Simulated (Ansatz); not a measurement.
# Geometry relaxation of Si2H6S (part 1 of 2)

- system: Si2H6S
- method: RKS PBE0-D4/def2-TZVP (Ansatz 0.2.0)

Figures and captions count atoms from 1; the log counts them from 0 in places.

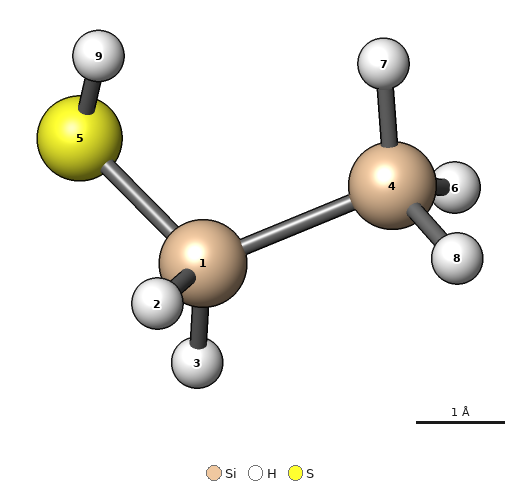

*The starting structure (ball-and-stick view, seen on its broad side; atoms are numbered from 1 in the order of the input).*

Bond lengths as drawn: H–S 1.34 Å, H–Si 1.48 to 1.49 Å, Si–Si 2.34 Å and S–Si 2.17 Å.

Input
```yaml
crystal:
  periodic: [false, false, false]
  atoms:
    - {symbol: Si, position_ang: [-0.669652, 0.558260, -0.953242]}
    - {symbol: H, position_ang: [-0.578968, 1.891518, -1.605527]}
    - {symbol: H, position_ang: [-1.990049, -0.042149, -1.269169]}
    - {symbol: Si, position_ang: [-0.275847, 0.710189, 1.352348]}
    - {symbol: S, position_ang: [0.720982, -0.779998, -1.943027]}
    - {symbol: H, position_ang: [-0.847828, -0.452656, 2.068970]}
    - {symbol: H, position_ang: [1.189884, 0.799458, 1.580349]}
    - {symbol: H, position_ang: [-0.915756, 1.964502, 1.836045]}
    - {symbol: H, position_ang: [1.824301, -0.132282, -1.529431]}
basis:
  gaussian: {orbitals: def2-TZVP}
hamiltonian: {xc: pbe0, dispersion: d4}
relax: {f_tol: 0.005, max_steps: 200}
```

Command:
```bash
ansatz run in.yaml --threads 4 --pin off --events-out ev --progress --plain --max-ram 9574MiB
```

What the program printed
```
Functional definition: PBE0
  name "PBE0"
  cite "Adamo & Barone, J. Chem. Phys. 110, 6158 (1999) doi:10.1063/1.478522"
  cite "Perdew, Burke & Ernzerhof, Phys. Rev. Lett. 77, 3865 (1996) doi:10.1103/PhysRevLett.77.3865"
  parent pbe
  parameter a = 0.25
  parameter kappa = 0.804
  parameter beta = 0.06672455060314922
  exchange = (1 - a)*pbe_x(kappa = kappa, mu = beta*pi^2/3) + a*exact_x
  correlation = pbe_c(beta = beta)
1071 factors; their error is unknown
mean field evaluation 1: about -26678.4683 eV, gradient 1.4e1 eV
mean field evaluation 2: about -26678.8766 eV, gradient 1.0e1 eV
mean field evaluation 4: about -26679.1124 eV, gradient 5.3e-1 eV
mean field evaluation 8: about -26679.2036 eV, gradient 1.3e-1 eV
mean field -26679.20356479 eV, -980.4426471924 hartree, gradient 5.8e-5 eV, S^2 0.000000; 0 other end points of the search recorded, 0 dependent functions left out
the calculation of the forces begins
reference -26679.20359833 eV, -980.4426484250 hartree; 25, 25 occupied and 122, 122 virtual orbitals, 1071 factors
relax step   1: F+E_penalty+E_count = -26679.37748358 eV  Δ(F+E_penalty+E_count) = +0.000e0 eV  max|allowed force component| = 3.113e-1 eV/Å  Δτ_max = 0.0000 Å  (24 SCF iters, accepted)
these checks for a lower state are left out or cut short: starts, cluster_reference, orbital_swaps, neighbouring_geometries, increment
1071 factors; their error is unknown
mean field evaluation 16: about -26679.1115 eV, gradient 2.2e0 eV
mean field -26679.21410249 eV, -980.4430344456 hartree, gradient 1.8e-5 eV, S^2 0.000000; 0 other end points of the search recorded, 0 dependent functions left out
the calculation of the forces begins
reference -26679.21413602 eV, -980.4430356778 hartree; 25, 25 occupied and 122, 122 virtual orbitals, 1071 factors
relax step   2: F+E_penalty+E_count = -26679.38852658 eV  Δ(F+E_penalty+E_count) = -1.104e-2 eV  max|allowed force component| = 1.538e-1 eV/Å  Δτ_max = 0.0435 Å  (28 SCF iters, accepted)
these checks for a lower state are left out or cut short: starts, cluster_reference, orbital_swaps, neighbouring_geometries, increment
1071 factors; their error is unknown
mean field -26679.21807290 eV, -980.4431803557 hartree, gradient 1.9e-5 eV, S^2 0.000000; 0 other end points of the search recorded, 0 dependent functions left out
the calculation of the forces begins
reference -26679.21810638 eV, -980.4431815858 hartree; 25, 25 occupied and 122, 122 virtual orbitals, 1071 factors
relax step   3: F+E_penalty+E_count = -26679.39297918 eV  Δ(F+E_penalty+E_count) = -4.453e-3 eV  max|allowed force component| = 7.740e-2 eV/Å  Δτ_max = 0.0264 Å  (28 SCF iters, accepted)
these checks for a lower state are left out or cut short: starts, cluster_reference, orbital_swaps, neighbouring_geometries, increment
1071 factors; their error is unknown
mean field evaluation 32: about -26679.2189 eV, gradient 1.3e-1 eV
mean field -26679.21887073 eV, -980.4432096754 hartree, gradient 1.8e-5 eV, S^2 0.000000; 0 other end points of the search recorded, 0 dependent functions left out
the calculation of the forces begins
reference -26679.21890421 eV, -980.4432109058 hartree; 25, 25 occupied and 122, 122 virtual orbitals, 1071 factors
relax step   4: F+E_penalty+E_count = -26679.39391825 eV  Δ(F+E_penalty+E_count) = -9.391e-4 eV  max|allowed force component| = 4.178e-2 eV/Å  Δτ_max = 0.0234 Å  (27 SCF iters, accepted)
these checks for a lower state are left out or cut short: starts, cluster_reference, orbital_swaps, neighbouring_geometries, increment
1071 factors; their error is unknown
mean field -26679.22378911 eV, -980.4433904226 hartree, gradient 9.0e-6 eV, S^2 0.000000; 0 other end points of the search recorded, 0 dependent functions left out
the calculation of the forces begins
reference -26679.22382287 eV, -980.4433916629 hartree; 25, 25 occupied and 122, 122 virtual orbitals, 1071 factors
relax step   5: F+E_penalty+E_count = -26679.39917030 eV  Δ(F+E_penalty+E_count) = -5.252e-3 eV  max|allowed force component| = 4.889e-2 eV/Å  Δτ_max = 0.1119 Å  (27 SCF iters, accepted)
these checks for a lower state are left out or cut short: starts, cluster_reference, orbital_swaps, neighbouring_geometries, increment
1071 factors; their error is unknown
mean field -26679.22008826 eV, -980.4432544188 hartree, gradient 9.4e-6 eV, S^2 0.000000; 0 other end points of the search recorded, 0 dependent functions left out
the calculation of the forces begins
reference -26679.22012202 eV, -980.4432556592 hartree; 25, 25 occupied and 122, 122 virtual orbitals, 1071 factors
relax step   6: F+E_penalty+E_count = -26679.39612889 eV  Δ(F+E_penalty+E_count) = +3.041e-3 eV  max|allowed force component| = 2.117e-1 eV/Å  Δτ_max = 0.1953 Å  (26 SCF iters, rejected (line search))
these checks for a lower state are left out or cut short: starts, cluster_reference, orbital_swaps, neighbouring_geometries, increment
1071 factors; their error is unknown
mean field -26679.22445440 eV, -980.4434148714 hartree, gradient 2.1e-5 eV, S^2 0.000000; 0 other end points of the search recorded, 0 dependent functions left out
the calculation of the forces begins
reference -26679.22448829 eV, -980.4434161166 hartree; 25, 25 occupied and 122, 122 virtual orbitals, 1071 factors
relax step   7: F+E_penalty+E_count = -26679.39992589 eV  Δ(F+E_penalty+E_count) = -7.556e-4 eV  max|allowed force component| = 7.772e-2 eV/Å  Δτ_max = 0.0772 Å  (26 SCF iters, accepted)
these checks for a lower state are left out or cut short: starts, cluster_reference, orbital_swaps, neighbouring_geometries, increment
1071 factors; their error is unknown
mean field evaluation 64: about -26679.2259 eV, gradient 2.0e-5 eV
mean field -26679.22593170 eV, -980.4434691612 hartree, gradient 2.0e-5 eV, S^2 0.000000; 0 other end points of the search recorded, 0 dependent functions left out
the calculation of the forces begins
reference -26679.22596560 eV, -980.4434704068 hartree; 25, 25 occupied and 122, 122 virtual orbitals, 1071 factors
relax step   8: F+E_penalty+E_count = -26679.40156534 eV  Δ(F+E_penalty+E_count) = -1.639e-3 eV  max|allowed force component| = 9.716e-2 eV/Å  Δτ_max = 0.0647 Å  (26 SCF iters, accepted)
these checks for a lower state are left out or cut short: starts, cluster_reference, orbital_swaps, neighbouring_geometries, increment
1071 factors; their error is unknown
mean field -26679.22628579 eV, -980.4434821737 hartree, gradient 1.8e-5 eV, S^2 0.000000; 0 other end points of the search recorded, 0 dependent functions left out
the calculation of the forces begins
reference -26679.22631969 eV, -980.4434834196 hartree; 25, 25 occupied and 122, 122 virtual orbitals, 1071 factors
relax step   9: F+E_penalty+E_count = -26679.40189104 eV  Δ(F+E_penalty+E_count) = -3.257e-4 eV  max|allowed force component| = 3.488e-2 eV/Å  Δτ_max = 0.0157 Å  (27 SCF iters, accepted)
these checks for a lower state are left out or cut short: starts, cluster_reference, orbital_swaps, neighbouring_geometries, increment
1071 factors; their error is unknown
mean field -26679.22651366 eV, -980.4434905478 hartree, gradient 1.8e-5 eV, S^2 0.000000; 0 other end points of the search recorded, 0 dependent functions left out
the calculation of the forces begins
reference -26679.22654757 eV, -980.4434917938 hartree; 25, 25 occupied and 122, 122 virtual orbitals, 1071 factors
relax step  10: F+E_penalty+E_count = -26679.40203899 eV  Δ(F+E_penalty+E_count) = -1.479e-4 eV  max|allowed force component| = 7.907e-3 eV/Å  Δτ_max = 0.0158 Å  (27 SCF iters, accepted)
these checks for a lower state are left out or cut short: starts, cluster_reference, orbital_swaps, neighbouring_geometries, increment
1071 factors; their error is unknown
mean field -26679.22657631 eV, -980.4434928501 hartree, gradient 1.1e-5 eV, S^2 0.000000; 0 other end points of the search recorded, 0 dependent functions left out
the calculation of the forces begins
reference -26679.22661021 eV, -980.4434940958 hartree; 25, 25 occupied and 122, 122 virtual orbitals, 1071 factors
relax step  11: F+E_penalty+E_count = -26679.40208557 eV  Δ(F+E_penalty+E_count) = -4.658e-5 eV  max|allowed force component| = 4.591e-3 eV/Å  Δτ_max = 0.0087 Å  (22 SCF iters, accepted)
these checks for a lower state are left out or cut short: starts, cluster_reference, orbital_swaps, neighbouring_geometries, increment
1071 factors; their error is unknown
mean field -26679.22658105 eV, -980.4434930242 hartree, gradient 1.9e-5 eV, S^2 0.000000; 0 other end points of the search recorded, 0 dependent functions left out
the calculation of the forces begins
reference -26679.22661493 eV, -980.4434942695 hartree; 25, 25 occupied and 122, 122 virtual orbitals, 1071 factors
relax step  12: F+E_penalty+E_count = -26679.40209809 eV  Δ(F+E_penalty+E_count) = -1.253e-5 eV  max|allowed force component| = 4.092e-3 eV/Å  Δτ_max = 0.0063 Å  (21 SCF iters, accepted)
1071 factors; their error is unknown
mean field evaluation 96: about -26679.1357 eV, gradient 4.9e-1 eV
```

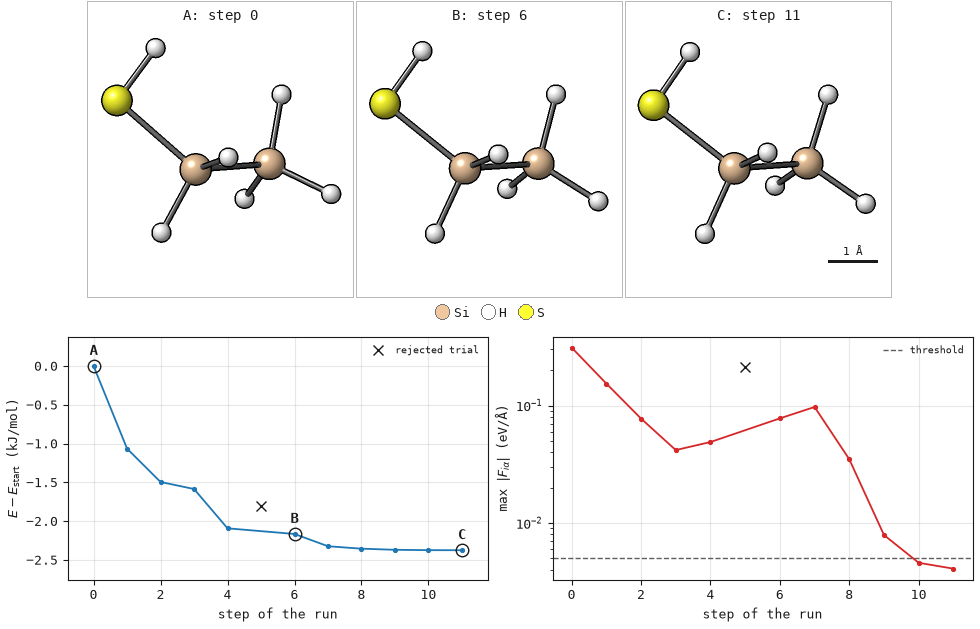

*Frames of the relaxation (ball-and-stick view, seen at a tilt) above the curves, on which the letters mark them (the first geometry is step 0 here and step 1 in the log).*

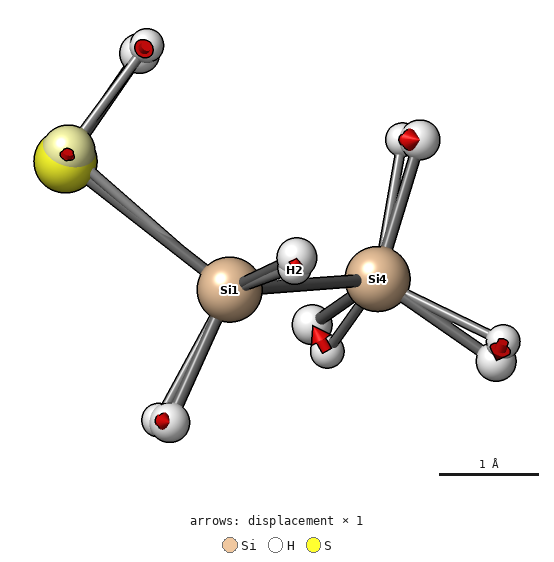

*Start (faint) and end (solid) with the displacements as red arrows, at true length (ball-and-stick view, seen at a tilt). The two geometries are laid on each other by the best rigid fit.*

H6 moves most after the best rigid fit: 0.31 Å. Largest moves by element: H 0.31 Å, S 0.13 Å, Si 0.06 Å. Among the contacts that change: Si1–S5 2.169 → 2.146 Å, Si1–Si4 2.344 → 2.338 Å. Among the angles that change: Si1–Si4–H8 107.6° → 111.3°, H2–Si1–S5 108.3° → 111.4°, Si4–Si1–S5 112.4° → 110.3°. The energy falls by 2.37 kJ/mol in 11 geometry steps. The largest force component goes from 0.31 to 0.0041 eV/Å. The line search rejected the trial step at point 5 (counted from 0) and went back. (Atoms are counted from 1 in the order of the input.)
